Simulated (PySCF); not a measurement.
# C2H6BClO (SMILES COB(C)Cl) at 6 levels

Wanted: a comparison of 6 runs (HF/STO-3G, HF/3-21G, B3LYP/6-31G*, B2PLYP/def2-SVP, wB97M-V/def2-SVP, SCS-MP2/def2-SVP) of C2H6BClO. The job is set up through a Python script.

The calculation is run with PySCF 2.14.0.

1 further run of the same task is left out (set aside as unsound or not needed).

**1. Starting point**

C2H6BClO has 11 atoms, charge 0, and is taken as a singlet. SMILES: `COB(C)Cl`. The C1–H6 distance was set to 1.637 Å, away from the relaxed value. At this shape a bond of the SMILES string is far longer than usual.

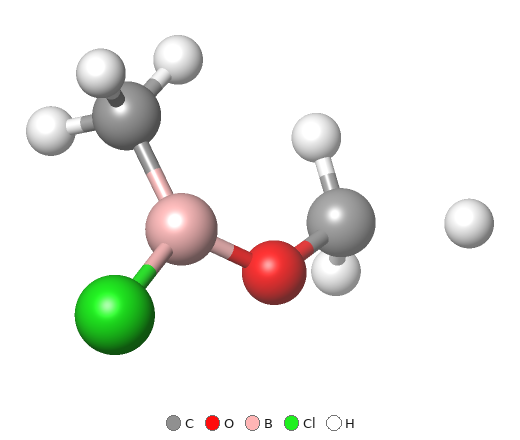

The structure, seen from a chosen angle (carbon grey, oxygen red, boron pink, chlorine green, hydrogen white).

**2. The energy at HF/STO-3G (run 1)**

Input file geometry.xyz:

```xyz
11

C     -1.318098     0.225782     0.416381
O     -0.455398     0.728782    -0.579919
B      0.597802     0.079382    -1.097319
C      1.116402    -1.349618    -0.729419
Cl     1.459302     0.980482    -2.366019
H     -1.441700     1.345400     1.603800
H     -2.306298     0.065782    -0.019419
H     -0.959798    -0.712418     0.843881
H      0.685402    -1.778518     0.176181
H      2.203802    -1.343118    -0.627619
H      0.895702    -2.031218    -1.558019
```

Input file job.py:

```python
from pyscf import gto

system = gto.Mole()
system.atom = 'geometry.xyz'
system.verbose = 3
system.charge = 0
system.basis = 'sto-3g'
system.max_memory = 1860
system.build()

calc0 = system.RHF()
calc0.conv_tol = 1e-10
calc0.kernel()
if not calc0.converged:
    calc0 = calc0.newton().run(calc0.mo_coeff, calc0.mo_occ)

etot = calc0.e_tot
print(f'total energy: {etot:.8f} hartree')
```

Started as:

```bash
OMP_NUM_THREADS=1 python job.py
```

Log:

```text
converged SCF energy = -631.099696072406
total energy: -631.09969607 hartree
```

Run time: 0.97 s. Hardware: 1 thread of Arm Neoverse V1, shared host; peak memory 0.12 GiB.

**3. The energy at HF/3-21G (run 2)**

Input file run.py:

```python
from pyscf import gto, scf

molecule = gto.M(
    atom='''
C   -1.318098   0.225782   0.416381
O   -0.455398   0.728782  -0.579919
B    0.597802   0.079382  -1.097319
C    1.116402  -1.349618  -0.729419
Cl   1.459302   0.980482  -2.366019
H   -1.441700   1.345400   1.603800
H   -2.306298   0.065782  -0.019419
H   -0.959798  -0.712418   0.843881
H    0.685402  -1.778518   0.176181
H    2.203802  -1.343118  -0.627619
H    0.895702  -2.031218  -1.558019
''',
    max_memory=1860,
    basis='3-21g',
    verbose=4,
)

mf = scf.RHF(molecule)
mf.conv_tol = 1e-10
mf.kernel()
if not mf.converged:
    mf = mf.newton().run(mf.mo_coeff, mf.mo_occ)

energy = mf.e_tot
print(f'total energy: {energy:.8f} hartree')
```

Started as:

```bash
OMP_NUM_THREADS=1 python run.py
```

Log:

```text
PySCF version 2.14.0

[... 65 lines left out ...]
converged SCF energy = -635.10158684923
total energy: -635.10158685 hartree
```

Run time: 0.95 s. Hardware: 1 thread of Arm Neoverse V1, shared host; peak memory 0.11 GiB.

Run 3 isn't shown in full; the table further down has it.

**4. A single-point energy at B2PLYP/def2-SVP (run 4)**

Input file job.py:

```python
from pyscf import gto, dft, mp

system = gto.M(
    atom='''
C     -2.490844     0.426666     0.786846
O     -0.860577     1.377198    -1.095888
B      1.129682     0.150010    -2.073632
C      2.109694    -2.550408    -1.378402
Cl     2.757681     1.852842    -4.471128
H     -2.724418     2.542438     3.030743
H     -4.358272     0.124310    -0.036697
H     -1.813755    -1.346275     1.594704
H      1.295222    -3.360912     0.332934
H      4.164582    -2.538125    -1.186028
H      1.692631    -3.838446    -2.944229
''',
    max_memory=1860,
    verbose=3,
    unit='bohr',
    basis='def2-svp',
)

mf = dft.RKS(system)
mf.xc = '0.53*HF + 0.47*B88, 0.73*LYP'
mf.conv_tol = 1e-10
mf.grids.level = 5
mf.kernel()
if not mf.converged:
    mf = mf.newton().run(mf.mo_coeff, mf.mo_occ)

pt = mp.MP2(mf, frozen=9).run()
etot = mf.e_tot + 0.27 * pt.e_corr
print('PT2 part  %.8f' % (0.27 * pt.e_corr))
print('Final energy', etot)
```

Started as:

```bash
OMP_NUM_THREADS=1 python job.py
```

Log:

```text
converged SCF energy = -639.270654484611
E(RMP2) = -640.120647285859  E_corr = -0.849992801247888
E(SCS-RMP2) = -640.110414027087  E_corr = -0.839759542476143
PT2 part  -0.22949806
Final energy -639.5001525409483
```

Wall time 34 s (1 thread of Arm Neoverse V1, shared host); peak memory 0.55 GiB.

Run 5 isn't shown in full; the table further down has it.

**5. A single-point energy at SCS-MP2/def2-SVP (run 6)**

Input file input.py:

```python
from pyscf import gto, scf, mp

mol = gto.M(
    atom=[
    ('C', (-1.318098, 0.225782, 0.416381)),
    ('O', (-0.455398, 0.728782, -0.579919)),
    ('B', (0.597802, 0.079382, -1.097319)),
    ('C', (1.116402, -1.349618, -0.729419)),
    ('Cl', (1.459302, 0.980482, -2.366019)),
    ('H', (-1.441700, 1.345400, 1.603800)),
    ('H', (-2.306298, 0.065782, -0.019419)),
    ('H', (-0.959798, -0.712418, 0.843881)),
    ('H', (0.685402, -1.778518, 0.176181)),
    ('H', (2.203802, -1.343118, -0.627619)),
    ('H', (0.895702, -2.031218, -1.558019)),
],
    verbose=3,
    max_memory=1860,
    basis='def2-svp',
    spin=0,
)

hf = scf.RHF(mol)
hf.conv_tol = 1e-10
hf.kernel()
if not hf.converged:
    hf = hf.newton().run(hf.mo_coeff, hf.mo_occ)

pt = mp.MP2(hf, frozen=9).run()
etot = hf.e_tot + 1.2 * pt.e_corr_os + pt.e_corr_ss / 3
print('E(%s) = %.9f' % ('SCS-MP2', etot))
```

Started as:

```bash
OMP_NUM_THREADS=1 python input.py
```

Log:

```text
converged SCF energy = -638.013196708089
E(RMP2) = -638.706097576384  E_corr = -0.692900868295626
E(SCS-RMP2) = -638.698737824148  E_corr = -0.685541116058886
E(SCS-MP2) = -638.698737824
```

Wall time 3.3 s (1 thread of Arm Neoverse V1, shared host); peak memory 0.29 GiB.

**6. The series**

```
run                               level  integration grid  frozen core orbitals  energy (Eh)  dipole moment (D) of the reference  HOMO energy (eV)  LUMO energy (eV)  wall time
  1                           HF/STO-3G                 –                     –  -631.099696                                3.71             -9.56              7.24     0.97 s
  2                            HF/3-21G                 –                     –  -635.101587                                4.40            -11.48              3.75     0.95 s
  3  B3LYP/6-31G* (spherical functions)                 5                     –  -640.114499                                3.06             -8.05             -0.49       27 s
  4                     B2PLYP/def2-SVP                 5                     9  -639.500153                                2.97             -9.47              0.96       34 s
  5                    wB97M-V/def2-SVP                 5                     –  -639.733327                                2.84            -10.51              1.61    2.7 min
  6                    SCS-MP2/def2-SVP                 –                     9  -638.698738                                3.23            -11.47              3.30      3.3 s
```

**7. What came out**

| quantity | value |
| --- | --- |
| run 6: total energy | -638.69874 Eh |
| run 6: dipole moment (Hartree–Fock density) | 3.23 D |
| run 6: HOMO energy (Hartree–Fock orbitals) | -11.47 eV |
| run 6: LUMO energy (Hartree–Fock orbitals) | 3.30 eV |
| run 6: HOMO–LUMO gap (Hartree–Fock orbitals) | 14.76 eV |
| run 6: correlation energy (9 core orbitals frozen) | -685.5 mEh |

Over runs 1, 2, 3, 4, 5 the dipole moment (its size) runs from 2.84 D (wB97M-V/def2-SVP) to 4.40 D (HF/3-21G). The two ends differ in method and basis. Over runs 1, 2, 3, 4, 5 the HOMO–LUMO gap runs from 7.56 eV (B3LYP/6-31G*) to 16.81 eV (HF/STO-3G). Totals of different functionals can't be ranked against each other. In run 1 the basis is minimal, so the values are rough. All runs together took 3.8 min, the longest 2.7 min.
